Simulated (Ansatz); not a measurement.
**SiH3Cl (chlorosilane) at CAM-B3LYP/STO-3G**

What is the vertical singlet–triplet gap of SiH3Cl (chlorosilane) at CAM-B3LYP/STO-3G? 

Program for the calculation: Ansatz 0.2.0.

53 further runs of the same task are left out: 4 that didn't finish, 49 set aside as unsound or not needed.

**1. The structure to begin with**

SiH3Cl: 5 atoms, total charge 0, spin state singlet. As SMILES, `[SiH3]Cl`. The shape is that of a PBE0-D4/def2-TZVP optimisation.

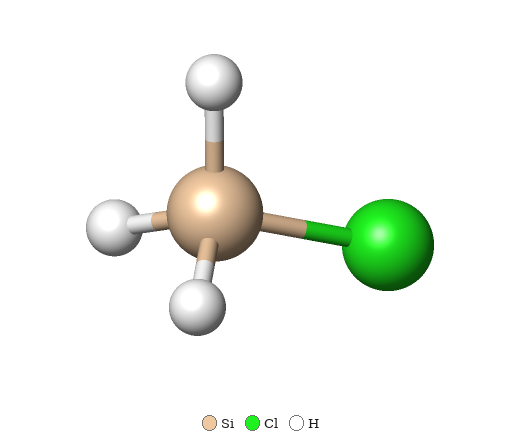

Viewed from a chosen angle; silicon light orange, chlorine green, hydrogen white.

**2. A single-point energy at CAM-B3LYP/STO-3G**

The input, molecule.yaml:

```yaml
crystal:
  periodic: [false, false, false]
  atoms:
    - {symbol: Si, position_ang: [-0.112000, 0.018600, -0.030900]}
    - {symbol: Cl, position_ang: [1.838300, -0.513500, 0.329900]}
    - {symbol: H, position_ang: [-0.950900, -0.488300, 1.079100]}
    - {symbol: H, position_ang: [-0.534700, -0.585700, -1.314900]}
    - {symbol: H, position_ang: [-0.190800, 1.495400, -0.104700]}
basis:
  gaussian:
    orbitals: STO-3G
accuracy: high
hamiltonian:
  xc: {name: CAM-B3LYP}
```

Run with:

```console
$ ansatz run molecule.yaml --threads 1 --pin off --max-ram 2610MiB --events-out events.jsonl --progress --plain --runs-dir runs
```

What it wrote:

```text
Warning: RAYON_NUM_THREADS=1 ignored (pool sized by the plan → 1); use --threads N
Functional definition: CAM-B3LYP
  name "CAM-B3LYP"
  parameter alpha = 0.19
  parameter beta = 0.46
  parameter omega = 0.33/bohr
  parameter ac = 0.81
  exchange = (1 - alpha - beta)*b88_x + beta*b88_x_sr(omega) + alpha*exact_x + beta*exact_x_lr(omega)
  correlation = (1 - ac)*vwn5_c + ac*lyp_c
364 factors; integrals over basis functions are off by at most 1.3e-8 eV
157 factors; integrals over basis functions are off by at most 7.7e-10 eV
mean field evaluation 1: about -20220.1737 eV, gradient 1.8e1 eV
mean field evaluation 2: about -20221.3021 eV, gradient 7.9e0 eV
mean field evaluation 4: about -20221.5199 eV, gradient 2.3e-1 eV
mean field evaluation 8: about -20221.4831 eV, gradient 2.9e-4 eV
mean field -20221.48305162 eV, -743.1257955335 hartree, gradient 6.6e-8 eV, S^2 0.000000; 0 other end points of the search recorded, 0 dependent functions left out
reference -20221.48306446 eV, -743.1257960054 hartree; 17, 17 occupied and 4, 4 virtual orbitals, 364 factors
Total energy: -20221.48306446 eV, -743.1257960054 hartree
```

Run time: 1.2 s. Hardware: 1 thread of Arm Neoverse V1, shared host; peak memory 0.098 GiB.

**3. The triplet at the same level**

The input, in.yaml:

```yaml
crystal:
  periodic: [false, false, false]
  atoms:
    - {symbol: Si, position_ang: [-0.112000, 0.018600, -0.030900]}
    - {symbol: Cl, position_ang: [1.838300, -0.513500, 0.329900]}
    - {symbol: H, position_ang: [-0.950900, -0.488300, 1.079100]}
    - {symbol: H, position_ang: [-0.534700, -0.585700, -1.314900]}
    - {symbol: H, position_ang: [-0.190800, 1.495400, -0.104700]}
basis:
  gaussian: {orbitals: STO-3G}
magnetization: {spin_polarized: true, initial_magnetization: 2}
hamiltonian: {xc: {name: CAM-B3LYP}}
accuracy: high
```

Run with:

```console
$ ansatz run in.yaml --threads 1 --pin off --max-ram 2610MiB --events-out events.jsonl --progress --plain --runs-dir runs
```

What it wrote, shortened:

```text
Warning: RAYON_NUM_THREADS=1 ignored (pool sized by the plan → 1); use --threads N
[... 2 set-up lines as earlier in the session ...]
[...]
364 factors; integrals over basis functions are off by at most 1.3e-8 eV
157 factors; integrals over basis functions are off by at most 7.7e-10 eV
[...]
mean field -20212.10177845 eV, -742.7810401034 hartree, gradient 3.3e-8 eV, S^2 2.001028; 4 other end points of the search recorded, 0 dependent functions left out
reference -20212.10179129 eV, -742.7810405752 hartree; 18, 16 occupied and 3, 5 virtual orbitals, 364 factors
Total energy: -20212.10179129 eV, -742.7810405752 hartree
```

Wall time 9.3 s (1 thread of Arm Neoverse V1, shared host); peak memory 0.14 GiB.

**4. Outcome**

Level: CAM-B3LYP/STO-3G.

| quantity | value |
| --- | --- |
| singlet: total energy | -743.12580 Eh |
| triplet: total energy | -742.78104 Eh |
| triplet: ⟨S²⟩ | 2.001 |
| vertical energy of the triplet above the singlet | 9.381 eV |

In words: At this shape the triplet lies 9.38 eV (905 kJ/mol) above the singlet. In a minimal basis such a difference can be off by several eV, whatever the method.
